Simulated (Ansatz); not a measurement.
Partial pair distribution functions of a relaxed model of amorphous Si$_{20}$B$_{10}$N$_{30}$Hf, broadened by 0.06 Å; density 2.75 g/cm³. Computed with PBE, scalar-relativistic without spin-orbit coupling (plane waves to 420 eV, PAW; Ansatz, a quantum-chemistry and plane-wave program). The usual formal charges leave 24 electrons over, so the level spacing at the Fermi energy parts defect or band states and needn't be the band gap.

A CHGNet melt-quench gave the starting glass, which DFT then relaxed. N atoms were pushed apart under 1.9 Å during the dynamics, to hinder bonds among them. The hot cell started wider than the set density and was brought back towards it in steps. It is the lowest in DFT energy of 2 quenches. It is a model cell: composition and starting density were chosen by hand, and all elements were melted together. No dispersion term was used. Its density started from a set value of 2.70 and ended at 2.75 g/cm³. Cooling (nominally 760 K/ps over its main leg) ran many orders faster than in experiment, which tends to leave more defects and strain. One small periodic cell is one sample of the glass; other quenches scatter about these values. The volume was free in the relaxation, at fixed shape. Stress components on the final sampling reach 3.1 GPa. On a 2×2×2 Γ-centred mesh force components of up to 0.22 eV/Å stay, since the relaxation ran on the zone centre alone.

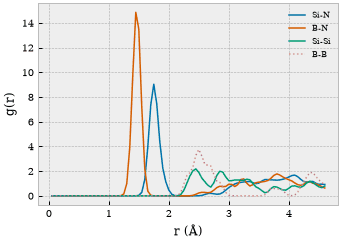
Figure: Partial pair distribution functions

Highest peaks under 4.5 Å: Si-N near 1.75 Å, B-N near 1.45 Å, Si-Si near 2.45 Å, B-B near 2.50 Å; pairs of few atoms are noisy.

Within 2.12 Å each Si has 2.90 N neighbours on average.
